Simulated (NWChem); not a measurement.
## AlH3O: energy and gradient calculation

- system: AlH3O (AlH2(OH)), SMILES [H][Al]([H])[OH]
- method: HF/STO-3G, RHF (NWChem 7.3.0)

The geometry comes from this level: GFN2-xTB.

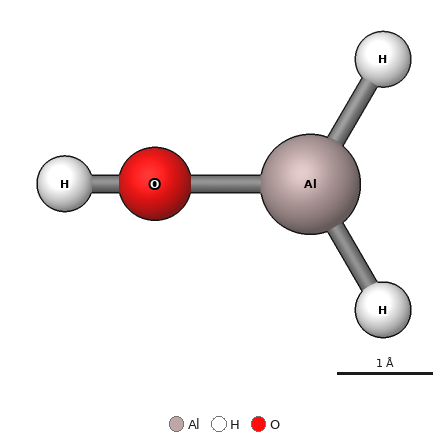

The structure as given in the input (ball-and-stick view, seen on its broad side). Sticks mark near contacts.

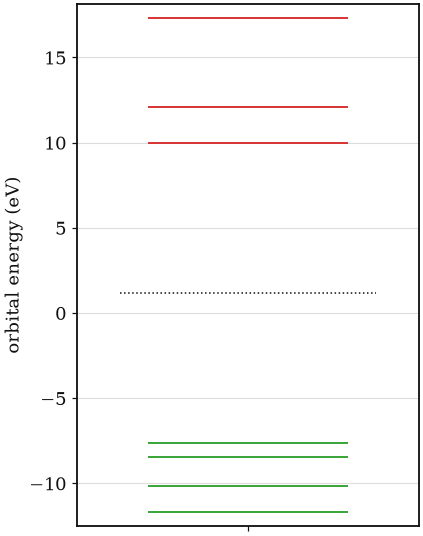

Orbital energies near the frontier; the dotted line parts filled from empty levels, and levels within 0.02 eV of each other stand side by side. Highest filled −7.65 eV, lowest empty 10.01 eV, 17.66 eV apart.

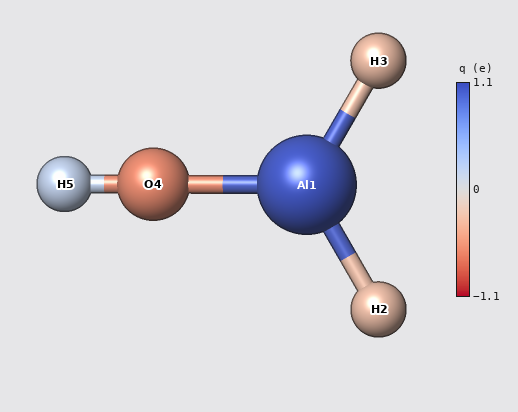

Mulliken charges, as the colour of each atom (ball-and-stick view, seen on its broad side; atoms are numbered from 1 in the order of the input). By element: Al +1.02, H −0.29 to +0.19 and O −0.63 e.

The input and output of the run follow.

The input
```python
from ase import Atoms
from ase.calculators.nwchem import NWChem

molecule = Atoms(['Al', 'H', 'H', 'O', 'H'], positions=[
    [0.271770, 0.451120, -0.109270],
    [1.798980, 0.417230, -0.221380],
    [-0.481020, 1.769010, -0.311810],
    [-0.555450, -0.920030, 0.226660],
    [-1.034280, -1.717330, 0.415800],
])

calc = NWChem(
    label='alh3o',
    theory='scf',
    memory='2200 mb',
    basis='STO-3G',
    basispar='spherical bse',
    scf={'nopen': '0', 'rhf': None, 'thresh': '1e-08', 'maxiter': '80'},
)
molecule.calc = calc

forces = molecule.get_forces()
e = molecule.get_potential_energy()
print(f"E = {e:.6f} eV")
print("forces (eV/A):")
for s, f in zip(molecule.symbols, forces):
    print(f"{s:2s} {f[0]:10.5f} {f[1]:10.5f} {f[2]:10.5f}")
print("dipole (e A):", molecule.get_dipole_moment().round(4))
```

File alh3o.nwi
```
title "alh3o"

permanent_dir alh3o

scratch_dir alh3o

start alh3o

geometry units angstrom nocenter noautosym noautoz
  Al 2.7177000000000001e-01 4.5112000000000002e-01 -1.0927000000000001e-01
  H  1.7989800000000000e+00 4.1722999999999999e-01 -2.2137999999999999e-01
  H  -4.8102000000000000e-01 1.7690100000000000e+00 -3.1180999999999998e-01
  O  -5.5545000000000000e-01 -9.2003000000000001e-01 2.2666000000000000e-01
  H  -1.0342800000000001e+00 -1.7173300000000000e+00 4.1580000000000000e-01
end

memory 2200 mb

basis spherical bse noprint
   * library STO-3G
end

scf
  nopen 0
  rhf
  thresh 1e-08
  maxiter 80
end

task scf gradient
```

Launch command:
```bash
export ASE_NWCHEM_COMMAND="nwchem PREFIX.nwi > PREFIX.nwo"
python run.py
```

What the program printed
```
E = -8560.246279 eV
forces (eV/A):
Al   -0.44172   -0.75261    0.17175
H    -1.42228   -0.14372    0.14105
H     0.54106   -1.30129    0.21767
O     1.58863    2.65060   -0.62719
H    -0.26570   -0.45298    0.09678
dipole (e A): [-0.0722 -0.1212  0.0279]
```

Results in brief

- outcome: converged
- total energy: −314.583251 hartree
- basis functions: 17
- largest force: 3.153 eV/Å
- HOMO: −7.65 eV
- LUMO: 10.01 eV
- dipole moment: 0.69 D
- hardware: 1 thread of Intel Xeon (Granite Rapids), 16 GiB of memory available, shared host
- wall time: 1.2 s
- peak memory: 0.099 GiB
